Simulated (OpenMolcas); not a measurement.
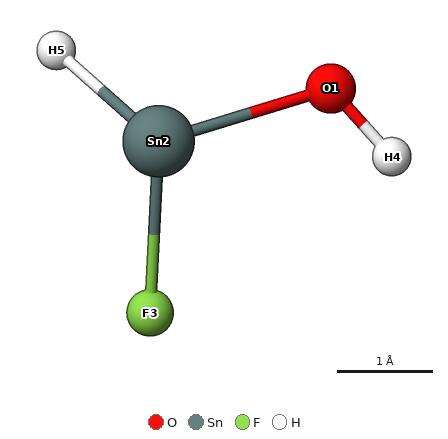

Fig. 1: The input geometry (ball-and-stick view, seen at a tilt; atoms are numbered from 1 in the order of the input). Sticks mark near contacts.

# Run report: SnH$_{2}$OF, property calculation (part 1 of 2)

- system: SnH$_{2}$OF, multiplicity 2
- method: HF/def2-TZVPP, UHF (OpenMolcas 26.06)

The geometry comes from this level: PBE0-D4/def2-TZVP.

### The input
```
* FH2OSn Hartree-Fock

&GATEWAY
 Coord
 input.xyz
 Basis
 def2-TZVPP
 Group
 NoSym

&SEWARD

&SCF
 UHF
 Spin
 2
 PrOrbitals
 1 1
```

### File input.xyz
```
5

O     -0.684100    -1.180600     0.020800
Sn     0.295400     0.403600     0.636100
F     -0.050500     1.682400    -0.773100
H     -1.495200    -0.969000    -0.450900
H      1.984200    -0.010100     0.525500
```

Launched with:
```bash
export MOLCAS_MEM=300
pymolcas test.input > test.log
```

### The program's output
```
--- Start Module: gateway ---

                                              &GATEWAY

                       available to each process: 300 MB of memory, 1 thread

++    Symmetry information:
      ---------------------

                    Character Table for C1

                             E
                    a        1  x, y, xy, Rz, z, xz, Ry, yz, Rx, I
--

++    Basis set information:
      ----------------------

      Basis set label: O.DEF2-TZVPP.........

      Electronic valence basis set:
      ------------------
      Associated Effective Charge   8.000000 au
      Associated Actual Charge      8.000000 au
      Nuclear Model: Point charge

      Shell  nPrim  nBasis  Cartesian Spherical Contaminant
         s      11       5        X
         p       6       3        X
         d       2       2                 X
         f       1       1                 X

      Basis set label: SN.DEF2-TZVPP....ECP.....

      Electronic valence basis set:
      ------------------
      Associated Effective Charge  22.000000 au
      Associated Actual Charge     50.000000 au
      Nuclear Model: Point charge

      Shell  nPrim  nBasis  Cartesian Spherical Contaminant
         s      10       6        X
         p       9       5        X
         d       8       3                 X
         f       2       2                 X

      Pseudo Potential specification:
      =======================================

      Number of Core Electrons:  28

      Potential  nTerms
           H       2
         s-H       4
         p-H       6
         d-H       6

      Effective Core Potential specification:
      =======================================

      Basis set label: F.DEF2-TZVPP.........

      Electronic valence basis set:
      ------------------
      Associated Effective Charge   9.000000 au
      Associated Actual Charge      9.000000 au
      Nuclear Model: Point charge

      Shell  nPrim  nBasis  Cartesian Spherical Contaminant
         s      11       5        X
         p       6       3        X
         d       2       2                 X
         f       1       1                 X

      Basis set label: H.DEF2-TZVPP.........

      Electronic valence basis set:
      ------------------
      Associated Effective Charge   1.000000 au
      Associated Actual Charge      1.000000 au
      Nuclear Model: Point charge

      Shell  nPrim  nBasis  Cartesian Spherical Contaminant
         s       5       3        X
         p       2       2        X
         d       1       1                 X
--

++    Molecular structure info:
      -------------------------

                    ************************************************
                    **** Cartesian Coordinates / bohr, angstrom ****
                    ************************************************

     Center  Label                x              y              z                     x              y              z
        1      O1              -1.292762      -2.231011       0.039306             -0.684100      -1.180600       0.020800
        2      SN2              0.558225       0.762693       1.202055              0.295400       0.403600       0.636100
        3      F3              -0.095431       3.179275      -1.460947             -0.050500       1.682400      -0.773100
        4      H4              -2.825519      -1.831145      -0.852078             -1.495200      -0.969000      -0.450900
        5      H5               3.749595      -0.019086       0.993051              1.984200      -0.010100       0.525500

                    ***************************************
                    *    InterNuclear Distances / bohr    *
                    ***************************************

               1 O1            2 SN2           3 F3            4 H4            5 H5
    1 O1       0.000000
    2 SN2      3.706805        0.000000
    3 F3       5.740693        3.654957        0.000000
    4 H4       1.817636        4.732566        5.738328        0.000000
    5 H5       5.588166        3.292370        5.570983        7.065421        0.000000

                    *******************************************
                    *    InterNuclear Distances / angstrom    *
                    *******************************************

               1 O1            2 SN2           3 F3            4 H4            5 H5
    1 O1       0.000000
    2 SN2      1.961557        0.000000
    3 F3       3.037844        1.934120        0.000000
    4 H4       0.961852        2.504366        3.036592        0.000000
    5 H5       2.957130        1.742247        2.948037        3.738860        0.000000
--

            Nuclear Potential Energy            134.68440953 au

--- Stop Module: gateway /rc=_RC_ALL_IS_WELL_ ---

--- Start Module: seward ---

                                              &SEWARD

                       available to each process: 300 MB of memory, 1 thread

               SEWARD will generate:
                  Multipole Moment integrals up to order  2
                  Kinetic Energy integrals
                  Nuclear Attraction integrals (point charge)
                  One-Electron Hamiltonian integrals modified with ECP contributions
                  Velocity integrals
                  Pseudo Potential integrals
                  Orbital angular momentum around (  0.2892   0.7284   0.7466 )
                  Velocity quadrupole around (  0.2892   0.7284   0.7466 )
                  Two-Electron Repulsion integrals

                   Integrals are discarded if absolute value <: 1.00E-14
                   Integral cutoff threshold is set to       <: 1.00E-16

            Nuclear Potential Energy            134.68440953 au

      Basis set specifications :
      Symmetry species         a
      Basis functions          140

--- Stop Module: seward /rc=_RC_ALL_IS_WELL_ ---
--- Module seward spent 8 seconds ---

--- Start Module: scf ---

                                                &SCF

                       available to each process: 300 MB of memory, 1 thread

++    Input section:
      --------------

      Header of the integral files:

      Cartesian coordinates in angstrom:
      -----------------------------------------------------
      No.  Label        X            Y            Z
      -----------------------------------------------------
       1   O1        -0.68410000  -1.18060000   0.02080000
       2   SN2        0.29540000   0.40360000   0.63610000
       3   F3        -0.05050000   1.68240000  -0.77310000
       4   H4        -1.49520000  -0.96900000  -0.45090000
       5   H5         1.98420000  -0.01010000   0.52550000
      -----------------------------------------------------
      Nuclear repulsion energy =  134.68440953
--

++    Orbital specifications:
      -----------------------

      Symmetry species               1
                                     a
      Frozen orbitals                0
      Occupied orbitals alpha       21
      Occupied orbitals beta        20
      Secondary orbitals alpha     119
      Secondary orbitals beta      120
      Deleted orbitals               0
      Total number of orbitals     140
      Number of basis functions    140
--

      Molecular charge                           0.000

++    Optimization specifications:
      ----------------------------

      SCF Algorithm: Conventional USCF
      D(i)-D(i-1) density differences are used
      Number of density matrices in core                 5
      Maximum number of NDDO SCF iterations            400
      Maximum number of HF SCF iterations              400
      Threshold for SCF energy change             1.00E-09
      Threshold for density matrix                1.00E-04
      Threshold for Fock matrix                   1.50E-04
      Threshold for linear dependence             1.00E-09
      Threshold at which DIIS is turned on        1.50E-01
      Maximum depth in the DIIS procedure                5
      Maximum depth in the BFGS Hessian update          30
      Threshold at which QNR/C2DIIS is turned on  7.50E-02
      Threshold for Norm(delta) (QNR/C2DIIS)      1.00E-03
      All orbitals punched on: UHFORB
--

      Input vectors read from INPORB
      Orbital file label: *Guess orbitals

++ Convergence information
                               UHF SCF        iterations: Energy and convergence statistics

Iter     Tot. SCF        One-elec.       Two-elec.     Energy      Max Dij or  Max Fij      DNorm      TNorm      AccCon     Time
         Energy          Energy          Energy        Change      Delta Norm                                                in Sec.
   1  -353.351267272  -849.837311669   361.801634862   0.00E+00    5.60E-01*   1.28E+01*    5.20E+01   2.17E+02   None         1.
   2  -388.737227521  -889.214116728   365.792479672  -3.54E+01*   1.76E-01*   4.01E-01*    3.97E+01   2.17E+02   EDIIS        1.
   3  -388.854575207  -890.527626569   366.988641826  -1.17E-01*   7.53E-02*   5.89E-02*    2.05E+00   2.18E+02   EDIIS        1.
   4  -388.900279513  -888.641524381   365.056835333  -4.57E-02*   2.49E-02*   2.57E-02*    6.02E-01   2.17E+02   c2DIIS       1.
   5  -388.919351312  -889.669538705   366.065777858  -1.91E-02*   3.40E-02*   3.91E-03*    1.27E-01   2.17E+02   QNRc2DIIS    1.
   6  -388.919602957  -889.473178792   365.869166301  -2.52E-04*   2.64E-02*   1.95E-03*    6.55E-02   2.17E+02   QNRc2DIIS    1.
   7  -388.919717712  -889.516872743   365.912745497  -1.15E-04*   1.31E-02*   6.52E-04*    4.81E-02   2.17E+02   QNRc2DIIS    1.
   8  -388.919735963  -889.555236668   365.951091171  -1.83E-05*   7.30E-03*   3.50E-04*    2.18E-02   2.17E+02   QNRc2DIIS    1.
   9  -388.919741227  -889.544789987   365.940639225  -5.26E-06*   3.89E-03*   1.69E-04*    1.11E-02   2.17E+02   QNRc2DIIS    1.
  10  -388.919742854  -889.545724195   365.941571806  -1.63E-06*   2.32E-03*   1.16E-04     7.16E-03   2.17E+02   QNRc2DIIS    1.
  11  -388.919743125  -889.547087920   365.942935261  -2.71E-07*   6.50E-04    1.30E-04     4.07E-03   2.17E+02   QNRc2DIIS    1.
  12  -388.919743267  -889.546907761   365.942754960  -1.42E-07*   2.77E-04    2.12E-05     1.02E-03   2.17E+02   QNRc2DIIS    1.
  13  -388.919743281  -889.547065049   365.942912234  -1.41E-08*   1.92E-04    6.06E-06     5.76E-04   2.17E+02   QNRc2DIIS    1.
  14  -388.919743284  -889.547055448   365.942902629  -3.42E-09*   4.95E-05    2.23E-06     3.24E-04   2.17E+02   QNRc2DIIS    1.
  15  -388.919743284  -889.547039738   365.942886919  -3.66E-10    6.33E-06    1.40E-06     8.20E-05   2.17E+02   QNRc2DIIS    1.

       Convergence after  15 Iterations
--

 *****************************************************************************************************************************
 *                                             SCF/KS-DFT Program, Final results                                             *
 *                                                       Final Results                                                       *
 *****************************************************************************************************************************

::    Total SCF energy                               -388.9197432845
      One-electron energy                            -889.5470397377
      Two-electron energy                             365.9428869185
      Nuclear repulsion energy                        134.6844095347
      Kinetic energy (interpolated)                   258.3023480404
      Virial theorem                                    1.5056763759
      Total spin, S(S+1)                                0.7641880382
      Total spin, S                                     0.5070690335
      Max non-diagonal density matrix element           0.0000017296
      Max non-diagonal Fock matrix element              0.0000007567

      All orbitals with orbital energies smaller than  E(LUMO)+0.5 are printed

++    Molecular orbitals:
      -------------------

      Title: UHF orbitals (alpha)

      Molecular orbitals for symmetry species 1: a

          Orbital            1         2         3         4         5         6         7         8         9        10
          Energy          -26.2364  -20.5560   -5.9028   -4.0953   -4.0908   -4.0885   -1.5264   -1.3879   -1.3606   -1.3573
          Occ. No.          1.0000    1.0000    1.0000    1.0000    1.0000    1.0000    1.0000    1.0000    1.0000    1.0000

          Orbital           11        12        13        14        15        16        17        18        19        20
          Energy           -1.3558   -1.3509   -1.2838   -0.7168   -0.6461   -0.6067   -0.6035   -0.5558   -0.5278   -0.5042
          Occ. No.          1.0000    1.0000    1.0000    1.0000    1.0000    1.0000    1.0000    1.0000    1.0000    1.0000

          Orbital           21        22        23        24        25        26        27        28        29        30
          Energy           -0.3677    0.0661    0.0746    0.1208    0.1696    0.1745    0.2267    0.2384    0.2984    0.3088
          Occ. No.          1.0000    0.0000    0.0000    0.0000    0.0000    0.0000    0.0000    0.0000    0.0000    0.0000
```
